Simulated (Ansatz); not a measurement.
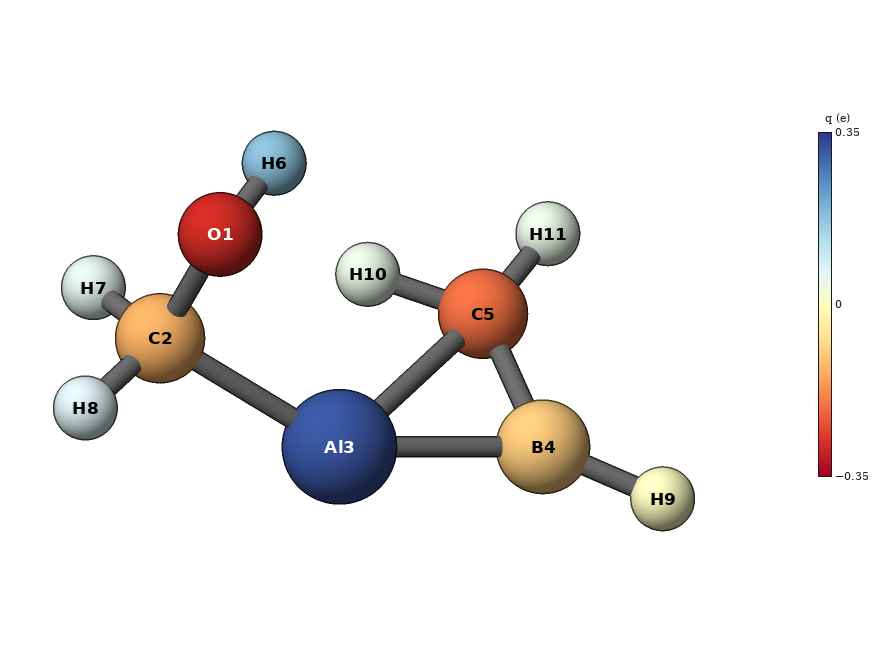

Atoms are coloured by their Mulliken charges. The computed structure is the end point of a PBE-D4/def2-SVP optimisation. No frequency run is at hand to confirm it as a minimum. Properties computed with RKS PBE-D4/def2-SVP (Ansatz 0.2.0).

**Which atom carries the highest charge (most positive or least negative)?**

Al3 (0.31 e).

**And the lowest?**

O1 (−0.28 e).

List the Mulliken charges.

| atom | value (e) |
| --- | --- |
| O1 | −0.28 |
| C2 | −0.13 |
| Al3 | 0.31 |
| B4 | −0.10 |
| C5 | −0.20 |
| H6 | 0.18 |
| H7 | 0.06 |
| H8 | 0.07 |
| H9 | 0.00 |
| H10 | 0.05 |
| H11 | 0.05 |

Mulliken values depend strongly on the basis set and can even reverse the polarity of a bond.
